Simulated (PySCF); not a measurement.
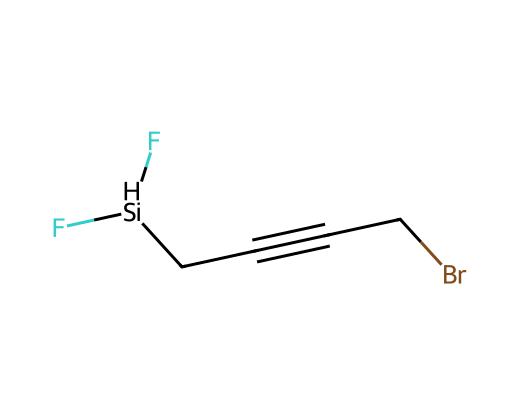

Computed geometry: GFN2-xTB optimisation. No frequency run is at hand to confirm it as a minimum. Properties computed with CAM-B3LYP/def2-SVPD, gas phase (PySCF 2.14.0). Excitations: vertical, linear response.

Computed properties:

The species is C₄H₅BrF₂Si (`F[SiH](F)CC#CCBr`).
- dipole moment: 2.33 D
- HOMO energy (Kohn–Sham orbital): −9.06 eV
- LUMO energy (Kohn–Sham orbital): −0.19 eV
- HOMO–LUMO gap: 8.88 eV
- mean static polarisability: 93.8 bohr³
- lowest vertical singlet excitation: 5.33 eV
- its oscillator strength: 0.007
- brightest of the 8 lowest singlets: 6.11 eV
- its oscillator strength: 0.12

The geometry is semi-empirical. Around Br, Si such bond lengths and angles can be off by a tenth of an ångström or more and by several degrees, and values that hang on the shape move with them.
